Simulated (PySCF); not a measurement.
**CH3ClGa (SMILES [CH3][Ga][Cl]) at UPBE/def2-TZVPPD**

What is the vertical ionisation energy of CH3ClGa at UPBE/def2-TZVPPD? Input form: a Python script.

The results are computed with PySCF 2.14.0.

## Step 1: The structure to begin with

The species is CH3ClGa (6 atoms), meant as a doublet with charge 0. SMILES: `[CH3][Ga][Cl]`. The coordinates come from a PBE0-D4/def2-TZVP relaxation.

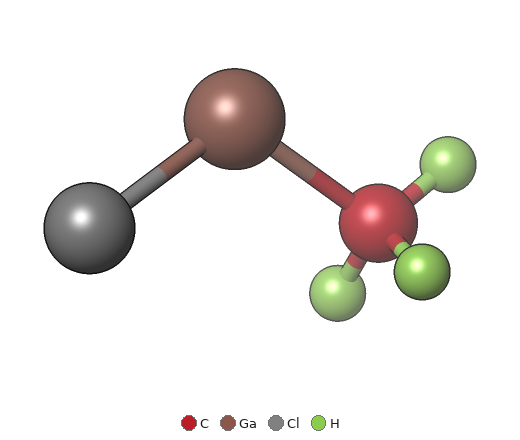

The structure, seen from a chosen angle (carbon red, gallium brown, chlorine grey, hydrogen green).

## Step 2: A single-point energy at UPBE/def2-TZVPPD

The input, calc.py:

```python
from pyscf import gto, dft

mol = gto.Mole()
mol.atom = [
    ('C', (-0.431500, 0.474800, -0.328300)),
    ('Ga', (0.371800, -0.376700, 1.294500)),
    ('Cl', (1.780700, -1.989900, 0.868900)),
    ('H', (-0.944300, -0.310800, -0.887300)),
    ('H', (0.391000, 0.868200, -0.929500)),
    ('H', (-1.125500, 1.270500, -0.064400)),
]
mol.basis = 'def2-tzvppd'
mol.verbose = 4
mol.spin = 1
mol.max_memory = 1860
mol.build()

ks = dft.UKS(mol, xc='pbe')
ks.conv_tol = 1e-10
ks.grids.level = 4
ks.kernel()
if not ks.converged:
    ks = ks.newton().run(ks.mo_coeff, ks.mo_occ)

etot = ks.e_tot
print('Final energy', etot)
```

Command:

```console
OMP_NUM_THREADS=1 python calc.py
```

Log:

```text
PySCF version 2.14.0

[INPUT] num. atoms = 6
[INPUT] num. electrons = 57
[INPUT] charge = 0
[INPUT] spin (= nelec alpha-beta = 2S) = 1
[INPUT] symmetry False subgroup None
[INPUT] Mole.unit = angstrom
[INPUT] Symbol           X                Y                Z      unit          X                Y                Z       unit  Magmom
[INPUT]  1 C     -0.431500000000   0.474800000000  -0.328300000000 AA   -0.815416822750   0.897241963943  -0.620397086695 Bohr   0.0
[INPUT]  2 Ga     0.371800000000  -0.376700000000   1.294500000000 AA    0.702600173113  -0.711859831124   2.446250468249 Bohr   0.0
[INPUT]  3 Cl     1.780700000000  -1.989900000000   0.868900000000 AA    3.365035310013  -3.760366015272   1.641983029635 Bohr   0.0
[INPUT]  4 H     -0.944300000000  -0.310800000000  -0.887300000000 AA   -1.784468379427  -0.587326879515  -1.676753990327 Bohr   0.0
[INPUT]  5 H      0.391000000000   0.868200000000  -0.929500000000 AA    0.738882914705   1.640660221347  -1.756500432783 Bohr   0.0
[INPUT]  6 H     -1.125500000000   1.270500000000  -0.064400000000 AA   -2.126886753198   2.400897041260  -0.121698362422 Bohr   0.0

nuclear repulsion = 227.948962412559
number of shells = 69
number of NR pGTOs = 287
number of NR cGTOs = 193
basis = def2-tzvppd
ecp = {}

[... 86 lines left out ...]
converged SCF energy = -2424.48649956359  <S^2> = 0.75234656  2S+1 = 2.0023452
Final energy -2424.4864995635876
```

Wall time 71 s (1 thread of Arm Neoverse V1, shared host); peak memory 1.8 GiB.

## Step 3: The singlet cation at the same level

The input, input.py:

```python
from pyscf import gto, dft

mol = gto.M(
    atom=[
    ('C', (-0.431500, 0.474800, -0.328300)),
    ('Ga', (0.371800, -0.376700, 1.294500)),
    ('Cl', (1.780700, -1.989900, 0.868900)),
    ('H', (-0.944300, -0.310800, -0.887300)),
    ('H', (0.391000, 0.868200, -0.929500)),
    ('H', (-1.125500, 1.270500, -0.064400)),
],
    charge=1,
    max_memory=1860,
    verbose=3,
    spin=0,
    basis='def2-tzvppd',
)

calc0 = dft.RKS(mol, xc='pbe')
calc0.conv_tol = 1e-10
calc0.grids.level = 4
calc0.kernel()
if not calc0.converged:
    calc0 = calc0.newton().run(calc0.mo_coeff, calc0.mo_occ)

etot = calc0.e_tot
print('E(%s) = %.9f' % ('PBE', etot))
```

Command:

```console
OMP_NUM_THREADS=1 python input.py
```

Log:

```text
converged SCF energy = -2424.19501187255
E(PBE) = -2424.195011873
```

Run time: 43 s. Hardware: 1 thread of Arm Neoverse V1, shared host; peak memory 1.8 GiB.

## Step 4: Summary of results

At UPBE/def2-TZVPPD:

| quantity | value |
| --- | --- |
| doublet CH3ClGa: total energy | -2424.48650 Eh |
| doublet CH3ClGa: dipole moment | 2.58 D |
| doublet CH3ClGa: HOMO energy (highest over α and β) | -4.95 eV |
| doublet CH3ClGa: LUMO energy (lowest over α and β) | -3.83 eV |
| doublet CH3ClGa: ⟨S²⟩ | 0.752 |
| singlet cation: total energy | -2424.19501 Eh |
| singlet cation: HOMO energy | -13.26 eV |
| singlet cation: LUMO energy | -10.89 eV |
| singlet cation: HOMO–LUMO gap | 2.38 eV |
| vertical ionisation energy (to the singlet cation) | 7.932 eV |

What this shows: Removing an electron at fixed nuclei costs 7.93 eV (183 kcal/mol). Only the singlet of the ionised species was computed; a triplet could lie lower. Mulliken charges (doublet CH3ClGa) run from -0.29 on Cl3 to +0.25 on Ga2; in a basis this large or diffuse they mean little.
